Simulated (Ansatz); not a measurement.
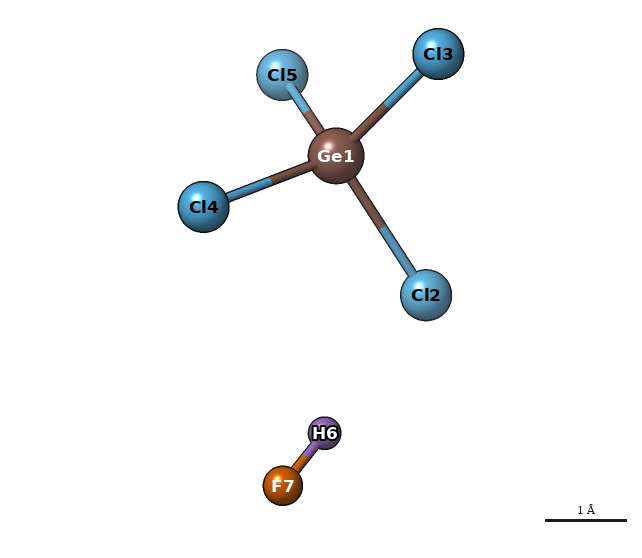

The computed structure is the end point of a PBE0-D4/def2-TZVP optimisation.

Find the hydrogen bonds (donors O, N, F, S or Cl) and give their geometry.

| D–H···A | D–H (Å) | H···A (Å) | angle (°) | kind |
| --- | --- | --- | --- | --- |
| F7–H6···Cl2 | 0.92 | 2.35 | 178 | intermolecular |
